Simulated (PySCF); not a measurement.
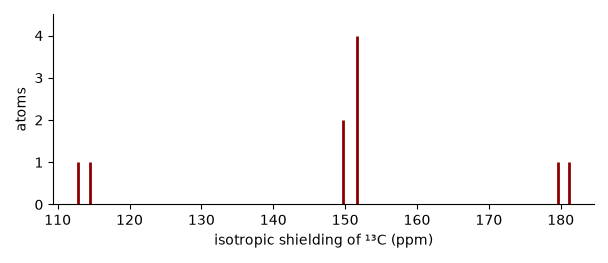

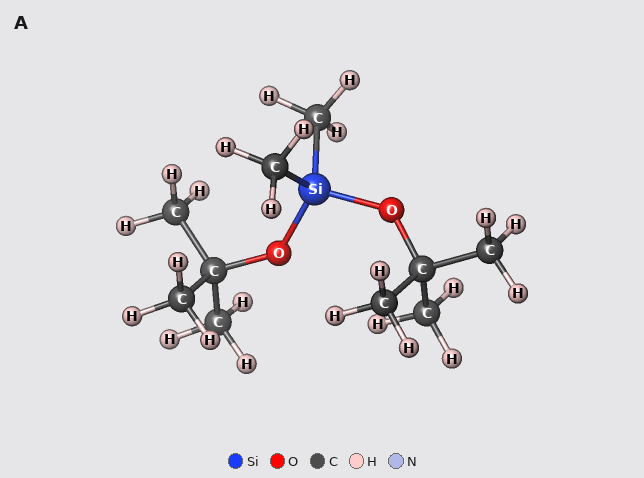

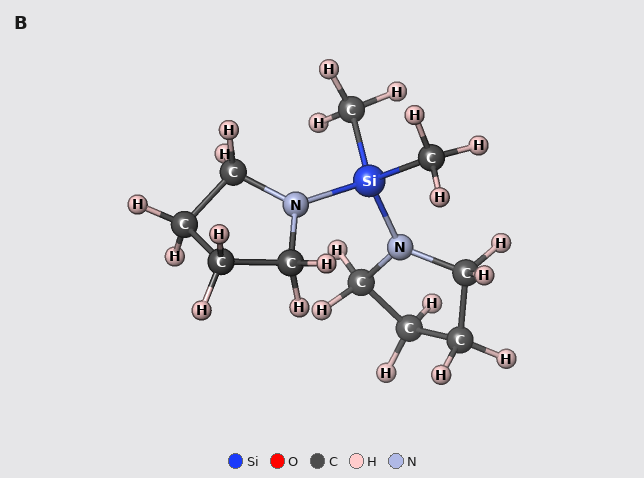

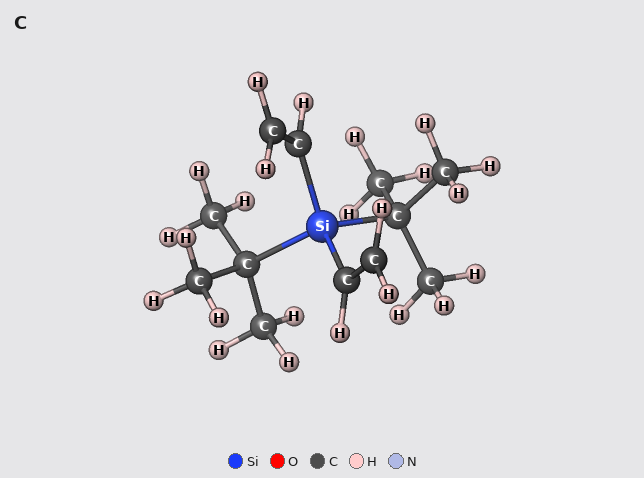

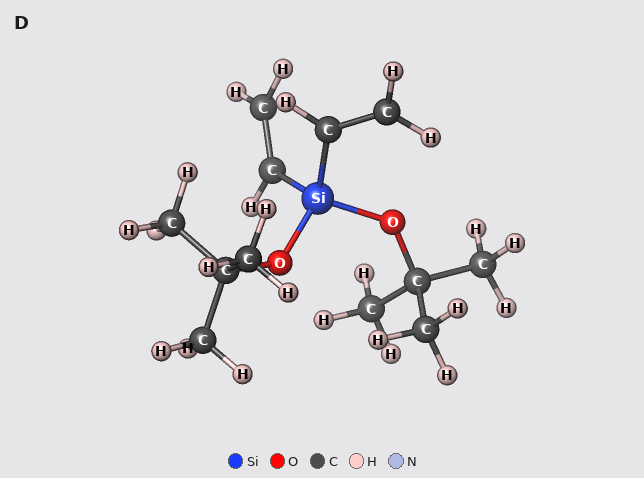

The sticks are computed shieldings of one of the molecules, for one fixed geometry (PBE0-D3(BJ)/def2-SVP) without averaging over rotations. Low shielding means a high chemical shift. Method: GIAO ωB97X-D/pcSseg-1 NMR shielding, non-relativistic, gas phase (PySCF 2.14.0).

### Which molecule gives this pattern?

A, `CC(C)(C)O[Si](C)(C)OC(C)(C)C`. Its 10 C atoms give lines at 112.8, 114.5, 149.7 (2 atoms), 151.7 (4 atoms), 179.6, 181.2 ppm.
